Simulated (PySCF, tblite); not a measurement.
# C₂₄H₂₀O₈S₄: electronic excitations, NMR shifts, part 2 of 2

tblite 0.8.0 and PySCF 2.14.0. Atoms count from 0. Earlier steps stand in the parts before.

## (4) NMR shifts: GIAO KT3/pcSseg-1

Job settings and geometry (Å):

```
{"job": {"kind": "nmr", "xc": "KT3", "basis": "pcSseg-1", "pop": false}, "charge": 0, "multiplicity": 1}
C     -2.812448     2.074938     3.376751
S     -1.055070     2.517415     3.137811
O     -0.634697     3.181168     4.334752
O     -1.028917     3.274679     1.906320
C     -0.389294     0.861326     2.967840
C     -0.284446     0.166941     4.173632
C      0.030368    -1.165085     4.182280
C      0.092142    -1.882970     2.969478
C      0.374786    -3.264201     2.923619
C      0.459329    -3.905375     1.717348
C      0.115418    -3.243235     0.538172
S      0.531281    -4.148374    -0.951957
C      2.332448    -3.838647    -0.956784
O      0.044217    -3.518412    -2.158658
O      0.359293    -5.564294    -0.827244
C     -0.273616    -1.918064     0.537654
C     -0.829320    -1.211857    -0.605204
C     -1.569128    -1.797031    -1.617296
S     -2.449807    -3.364809    -1.431632
C     -2.376732    -4.360210    -2.949680
O     -3.821150    -2.936346    -1.284561
O     -1.928736    -4.133294    -0.327746
C     -1.937669    -1.071548    -2.751695
C     -1.499169     0.212810    -2.934285
C     -0.825403     0.881770    -1.891615
C     -0.371143     2.211321    -2.010741
C      0.297536     2.800768    -0.971310
C      0.378468     2.173825     0.273462
S      1.511715     2.979357     1.428210
C      1.177780     4.760275     1.564139
O      1.446274     2.376451     2.737111
O      2.783806     2.848543     0.756978
C     -0.133347     0.903171     0.466875
C     -0.231748     0.228112     1.750652
C     -0.137866    -1.191153     1.752633
C     -0.595601     0.190589    -0.675461
H     -3.369967     2.999432     3.462826
H     -2.914345     1.488139     4.280248
H     -3.138107     1.517139     2.508119
H     -0.397251     0.733705     5.084006
H      0.199773    -1.688594     5.110422
H      0.554756    -3.792793     3.846849
H      0.730854    -4.946151     1.641594
H      2.771615    -4.272502    -0.068071
H      2.737917    -4.307067    -1.845081
H      2.487746    -2.767697    -0.987966
H     -1.870368    -5.278723    -2.683591
H     -3.401547    -4.536620    -3.254447
H     -1.811398    -3.828762    -3.701799
H     -2.556976    -1.557318    -3.488599
H     -1.698649     0.740165    -3.854769
H     -0.521672     2.736407    -2.941672
H      0.756740     3.769467    -1.085041
H      2.091904     5.269882     1.282847
H      0.348742     5.021724     0.921915
H      0.918063     4.939815     2.599146
```

Level: GIAO KT3/pcSseg-1 NMR shielding, non-relativistic, gas phase.

Output:

```text
start: PBE on a coarse grid of 49989 points
cycle   1  E = -3116.5812870648  dE =  9.107e+00  |g| = 2.586e+00  |ddm| = 9.716e+00
cycle   2  E = -3107.4565644835  dE =  9.125e+00  |g| = 6.987e+00  |ddm| = 1.791e+01
cycle   3  E = -3117.2411225861  dE = -9.785e+00  |g| = 1.447e+00  |ddm| = 1.636e+01
cycle   4  E = -3117.6754292439  dE = -4.343e-01  |g| = 7.158e-01  |ddm| = 3.679e+00
cycle   5  E = -3117.7084568306  dE = -3.303e-02  |g| = 5.985e-01  |ddm| = 1.746e+00
cycle   6  E = -3117.8005568637  dE = -9.210e-02  |g| = 1.144e-01  |ddm| = 8.953e-01
cycle   7  E = -3117.8025234588  dE = -1.967e-03  |g| = 7.159e-02  |ddm| = 2.507e-01
cycle   8  E = -3117.8035770620  dE = -1.054e-03  |g| = 1.815e-02  |ddm| = 1.360e-01
cycle   9  E = -3117.8036464201  dE = -6.936e-05  |g| = 6.027e-03  |ddm| = 3.694e-02
final grid: 446664 points
cycle  10  E = -3155.1153525194  dE = -8.544e-02  |g| = 3.716e-01  |ddm| = 1.794e+00
cycle  11  E = -3155.0519949037  dE =  6.336e-02  |g| = 6.382e-01  |ddm| = 1.616e+00
cycle  12  E = -3155.1278393273  dE = -7.584e-02  |g| = 1.683e-01  |ddm| = 1.403e+00
cycle  13  E = -3155.1313666888  dE = -3.527e-03  |g| = 9.204e-02  |ddm| = 3.614e-01
cycle  14  E = -3155.1336217993  dE = -2.255e-03  |g| = 1.880e-02  |ddm| = 1.565e-01
cycle  15  E = -3155.1337112798  dE = -8.948e-05  |g| = 4.672e-03  |ddm| = 3.518e-02
cycle  16  E = -3155.1337096974  dE =  1.582e-06  |g| = 2.665e-03  |ddm| = 1.195e-02
cycle  17  E = -3155.1337156514  dE = -5.954e-06  |g| = 9.183e-04  |ddm| = 4.693e-03
cycle  18  E = -3155.1337144713  dE =  1.180e-06  |g| = 2.669e-04  |ddm| = 1.405e-03
cycle  19  E = -3155.1337166973  dE = -2.226e-06  |g| = 1.199e-04  |ddm| = 6.378e-04
cycle  20  E = -3155.1337166949  dE =  2.394e-09  |g| = 4.871e-05  |ddm| = 3.928e-04
converged SCF energy = -3155.1337166949

GIAO shielding tensors (ppm)
atom      isotropic    diamagn.    paramagn.     s11        s22        s33       span
  0 C      135.531     254.776    -119.244    111.543    114.394    180.657     69.114
  1 S      249.147    1057.796    -808.648    106.963    225.195    415.284    308.321
  2 O      119.480     396.779    -277.299     79.524     86.566    192.351    112.827
  3 O       87.505     418.466    -330.961     24.934     69.815    167.768    142.834
  4 C       42.451     282.336    -239.885    -16.777      5.606    138.523    155.300
  5 C       68.557     252.631    -184.074    -17.229     51.069    171.832    189.062
  6 C       63.419     252.012    -188.593    -20.165     52.023    158.398    178.563
  7 C       58.931     255.194    -196.263     -6.249     -0.847    183.889    190.138
  8 C       63.416     251.579    -188.163    -20.174     51.974    158.449    178.623
  9 C       68.582     252.289    -183.707    -17.227     51.120    171.854    189.081
 10 C       42.516     283.109    -240.593    -16.685      5.682    138.552    155.237
 11 S      249.203    1058.262    -809.059    107.104    225.149    415.357    308.253
 12 C      135.533     256.427    -120.895    111.550    114.446    180.602     69.052
 13 O       87.744     417.842    -330.099     24.952     70.000    168.279    143.327
 14 O      119.503     395.124    -275.620     79.309     86.582    192.619    113.311
 15 C       71.851     257.741    -185.890      9.357     37.597    168.600    159.243
 16 C       73.433     255.891    -182.457     16.947     37.077    166.276    149.329
 17 C       37.976     286.914    -248.938    -19.337     -7.885    141.151    160.489
 18 S      220.710    1056.583    -835.873     63.899    241.152    357.078    293.180
 19 C      127.392     257.032    -129.640     86.772    114.453    180.951     94.178
 20 O      103.571     400.294    -296.722     16.680     90.203    203.832    187.152
 21 O       99.568     412.880    -313.312     52.467    101.795    144.441     91.974
 22 C       68.668     259.538    -190.870    -17.560     53.869    169.693    187.253
 23 C       63.011     254.102    -191.091    -22.129     53.054    158.110    180.239
 24 C       61.155     258.985    -197.830     -4.120      2.585    184.999    189.119
 25 C       63.029     255.217    -192.188    -22.124     53.051    158.159    180.283
 26 C       68.703     259.451    -190.748    -17.472     53.878    169.702    187.174
 27 C       38.017     287.802    -249.784    -19.261     -7.863    141.176    160.437
 28 S      220.681    1059.832    -839.151     63.910    241.093    357.040    293.131
 29 C      127.362     258.398    -131.037     86.690    114.455    180.939     94.249
 30 O       99.620     412.705    -313.085     52.648    101.862    144.349     91.701
 31 O      103.697     405.422    -301.725     16.876     90.222    203.992    187.116
 32 C       73.463     256.726    -183.263     16.972     37.108    166.308    149.336
 33 C       71.889     257.471    -185.582      9.387     37.674    168.605    159.218
 34 C       60.565     255.308    -194.743      1.108      4.934    175.654    174.546
 35 C       60.061     255.384    -195.323      0.451      7.527    172.205    171.754
 36 H       29.258      25.937       3.321     25.519     26.779     35.476      9.957
 37 H       29.466      30.740      -1.274     25.458     28.601     34.340      8.883
 38 H       30.122      36.674      -6.552     25.466     31.144     33.757      8.292
 39 H       23.817      35.229     -11.412     18.481     23.884     29.086     10.605
 40 H       23.977      34.733     -10.756     18.770     25.801     27.361      8.591
 41 H       23.979      34.520     -10.541     18.770     25.802     27.364      8.595
 42 H       23.822      34.681     -10.859     18.492     23.889     29.085     10.593
 43 H       29.470      32.745      -3.275     25.465     28.608     34.338      8.873
 44 H       29.261      28.032       1.229     25.518     26.786     35.478      9.960
 45 H       30.117      39.281      -9.164     25.456     31.148     33.747      8.291
 46 H       27.715      26.256       1.460     22.805     28.508     31.834      9.029
 47 H       28.573      24.022       4.550     24.743     26.658     34.316      9.572
 48 H       27.372      34.960      -7.588     24.665     25.784     31.667      7.002
 49 H       24.235      36.694     -12.459     19.499     24.070     29.137      9.638
 50 H       24.099      36.523     -12.424     19.107     25.705     27.485      8.378
 51 H       24.102      36.864     -12.762     19.115     25.706     27.485      8.371
 52 H       24.240      37.634     -13.394     19.502     24.078     29.140      9.638
 53 H       28.569      26.802       1.767     24.742     26.654     34.311      9.569
 54 H       27.364      34.720      -7.355     24.659     25.773     31.661      7.002
 55 H       27.718      27.767      -0.049     22.810     28.502     31.841      9.031
```

Wall time 95 s (2 threads of Arm Neoverse V1, shared host); peak memory 1.5 GiB.

The references, computed at this level on geometries of the same kind, shield at (ppm): 1H TMS 31.76, 13C TMS 184.7, 17O H2O 330.8. Their shielding less the atom's gives the shift. The references are single molecules in the gas phase, so shifts against H2O, NH3, PH3, H3PO4 or CFCl3 are not on the usual liquid scales and can be off by tens of ppm. Atoms listed in one row are averaged.

```tsv
atoms	environment	σ (ppm)	δ (ppm)
C4, C10, C17, C27	aromatic carbon bearing sulfur	40.2	144.5
C7, C24	ring-fusion aromatic carbon	60.0	124.7
C34, C35	ring-fusion aromatic carbon	60.3	124.4
C6, C8, C23, C25	aromatic CH	63.2	121.5
C5, C9, C22, C26	aromatic CH	68.6	116.1
C15, C16, C32, C33	ring-fusion aromatic carbon	72.7	112.1
C0, C12, C19, C29	methyl carbon bonded to S	131.5	53.3
H39, H42, H49, H52	hydrogen on an aromatic CH	24.03	7.73
H40, H41, H50, H51	hydrogen on an aromatic CH	24.04	7.72
H36, H37, H38, H43, H44 and 7 more	hydrogen on a methyl carbon bonded to S	28.75	3.01
S1, S11, S18, S28	sulfone sulfur	235	–
O2, O3, O13, O14, O20 and 3 more	S=O oxygen	102.6	228.2
```

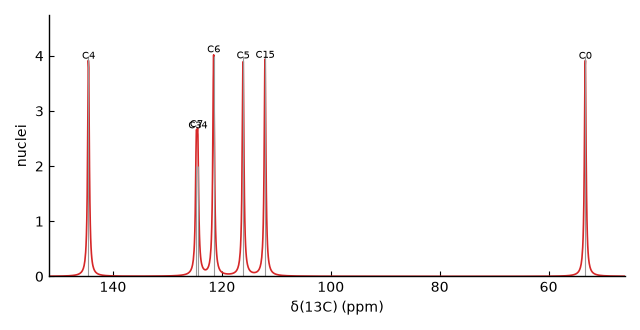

13C lines at the computed shifts, without couplings. Lines are broadened to a width of 0.36 ppm (Lorentzian).

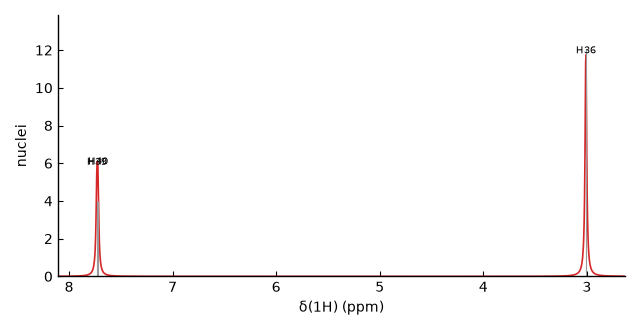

1H lines at the computed shifts, without couplings. Lines are broadened to a width of 0.02 ppm (Lorentzian).

Ring of atoms C4, C5, C6, C7, C33, C34: NICS(0) -7.2, NICS(1) -9.1, NICS(1)zz -20.7 ppm (means of both faces).

Ring of atoms C15, C16, C32, C33, C34, C35: NICS(0) 3.5, NICS(1) -0.8, NICS(1)zz 6.3 ppm (means of both faces).

## (5) What came out

This closing draws on all 2 parts.

| quantity | value |
| --- | --- |
| lowest singlet (PBE0/def2-SVP) | 2.68 eV (463 nm), f = 0.182 |
| lowest triplet | 1.75 eV |
| surface potential, least and greatest | -1.83 V and 1.32 V |
| 13C shifts against TMS (KT3/pcSseg-1, means over atoms taken as alike) | 144.5, 124.7, 124.4, 121.5, 116.1, 112.1, 53.3 ppm |
| 1H shifts against TMS (KT3/pcSseg-1, means over atoms taken as alike) | 7.73, 7.72, 3.01 ppm |
| 17O shifts against H2O (KT3/pcSseg-1, means over atoms taken as alike) | 228.2 ppm |
| shieldings of S (KT3/pcSseg-1, a mean where the table joins atoms) | S1 234.9 ppm |

**Reading.** The first singlet state (HOMO→LUMO 0.98) lies at 2.68 eV and is bright. State 1 absorbs in the visible (463 nm). The lowest triplet lies 0.93 eV below the lowest singlet (triplets in Tamm-Dancoff, singlets in full TDDFT). By nearest atom (PBE0/def2-SVP), the HOMO sits on 8 C atoms about 7 % each and the LUMO on 8 C atoms about 7 % each. At KT3/pcSseg-1: The widest tensor belongs to S1, S11, S18, S28: span 301 ppm, with a paramagnetic part of -823 ppm. NICS(1)zz of -21 ppm above the planar ring from C4 marks a diatropic (aromatic) ring current.
